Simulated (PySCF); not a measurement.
```xyz
21

N     2.6478    0.6530    1.1200
Si    1.7124    1.0088   -0.2908
O     2.3897    0.2413   -1.5558
C    -0.0500    0.4206    0.1127
C    -0.2028   -1.0873    0.3208
C    -1.7131   -1.3373    0.2200
C    -2.2688   -0.1886   -0.6439
C    -1.0578    0.6802   -1.0060
H     3.6422    0.8102    1.0713
H     2.3049    0.9590    2.0153
H     1.7262    2.3797   -0.7997
H     2.5646   -0.6951   -1.5114
H    -0.4151    0.9226    1.0144
H     0.2109   -1.4224    1.2708
H     0.3106   -1.6231   -0.4805
H    -1.9255   -2.3122   -0.2189
H    -2.1651   -1.3177    1.2126
H    -2.7739   -0.5600   -1.5355
H    -2.9932    0.3953   -0.0747
H    -1.3174    1.7340   -1.0958
H    -0.6355    0.3560   -1.9588
```

Geometry: GFN2-xTB.

Level of theory: PySCF 2.14.0, PBE0/pcSseg-1, SCF density, gas phase, non-relativistic.

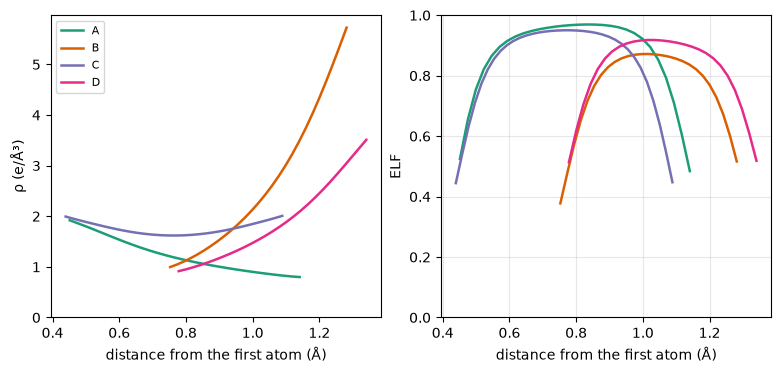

C5H13NOSi. Electron density and ELF along straight lines between neighbouring atoms. The curves leave out the atomic cores.

Q: Which curve belongs to which contact (C–C, C–Si, Si–N and Si–O)? The first atom named is at distance zero.

A: Curve A: C–Si (1.90 Å): ρ is about 0.95 e/Å³ halfway; the ELF peaks at about 0.95 between the atoms; a shared electron pair. Curve B: Si–O (1.63 Å): ρ is about 1.2 e/Å³ halfway; the ELF peaks at about 0.85 between the atoms: a short, strongly polar bond. Curve C: C–C (1.53 Å): the density is about 1.6 e/Å³ at the midpoint; the ELF peaks at about 0.95 between the atoms: localised, covalent bonding. Curve D: Si–N (1.73 Å): ρ is about 1.1 e/Å³ halfway; the ELF peaks at about 0.90 between the atoms, as expected for a polar covalent bond.
